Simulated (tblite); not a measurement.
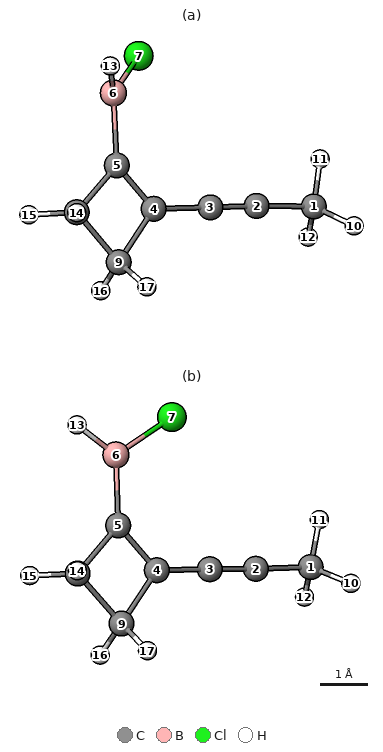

The structure of C$_{7}$H$_{8}$BCl before (top) and after (bottom) a relaxation, at one scale.

A ball-and-stick model, seen at a tilt.

All numbers below come from tblite 0.8.0, GFN2-xTB geometry optimisation, gas phase. 

### Describe what moved and what it gained.

The largest move after the best rigid fit is that of the Cl atom, 0.94 Å. By element the largest moves are Cl 0.94 Å, H 0.92 Å, C 0.09 Å, B 0.07 Å. Some distances before and after: B–Cl 1.844 → 1.711 Å, C–C 1.454 → 1.390 Å, C–C 1.464 → 1.519 Å, C–C 1.314 → 1.368 Å. Among the angles between lasting bonds that change: H–C–H 116.3° → 109.0°, C–C–H 108.7° → 114.7°, H–C–H 114.9° → 109.0°. Groups turn about B–C by about 45°. Over 81 geometry steps the energy falls by 18.4 kcal/mol. The run took 2.2 s on 1 thread of Intel(R) Xeon(R) Processor @ 2.50GHz (shared host).
